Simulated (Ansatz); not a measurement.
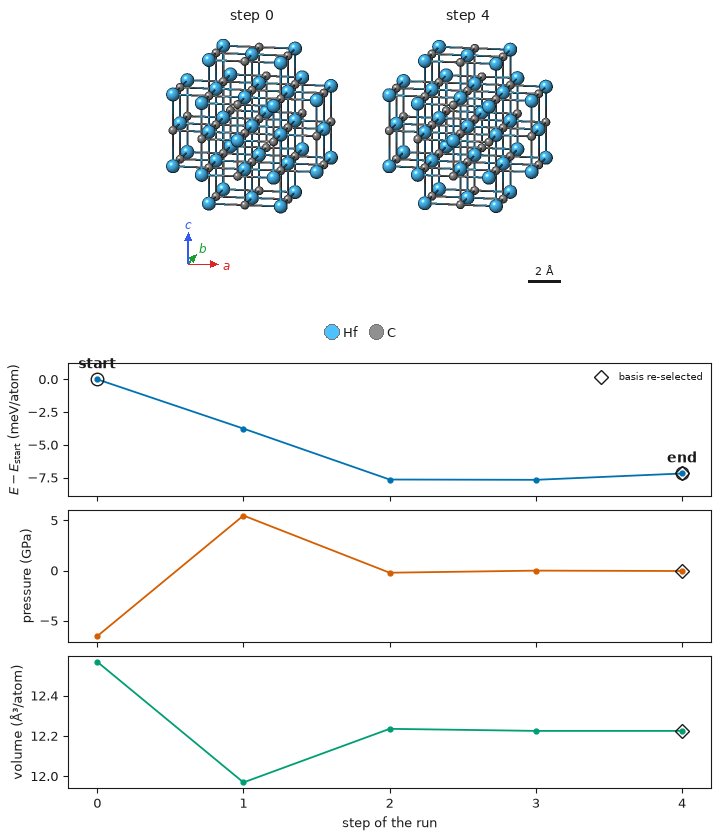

First and last geometry of a relaxation of crystalline HfC (set up in Fm-3m), with the history of the run. Style: ball-and-stick. Shown: the conventional cell (4 times the calculation's cell), slightly off an axis. Lengths and directions refer to the drawn axes.

The calculation used DFT PBEsol, scalar-relativistic, plane waves, PAW (Ansatz 0.2.0). Settings: plane-wave cutoff 420 eV; k-point mesh 16 × 16 × 16; occupations gaussian; smearing width 0.1 eV; no spin polarisation; cell and atoms relaxed; force threshold 0.005 eV/Å; at most 80 steps.

**What do the curves and the structures tell?**

It converged. No atom moves by more than 0.005 Å relative to the cell. The drawn cell changes as follows: a = b = c 4.650 → 4.607 Å (−0.9 %); the volume changes by −2.7 %. Among the contacts that change: Hf–Hf 3.288 → 3.258 Å, C–Hf 2.325 → 2.304 Å. The space group stays Fm-3m (No. 225). Over 3 accepted moves (4 points after the start) the energy falls by 7.2 meV per atom. All forces vanish by symmetry, so only the cell relaxes. The pressure goes from −6.53 to −0.04 GPa. At 1 point the geometry stayed and the basis and grid were re-selected for the new cell (energy shift of 0.5 meV per atom at most each time). The run took roughly 24 core-seconds on a shared host.

```
step  E − E(0), meV/atom  pressure, GPa  volume, Å³/atom                      note
   0                0.00          -6.53           12.568                          
   1               -3.76           5.48           11.969                          
   2               -7.64          -0.21           12.235                          
   3               -7.66           0.00           12.225                          
   4               -7.18          -0.04           12.225  same geometry, new basis
```
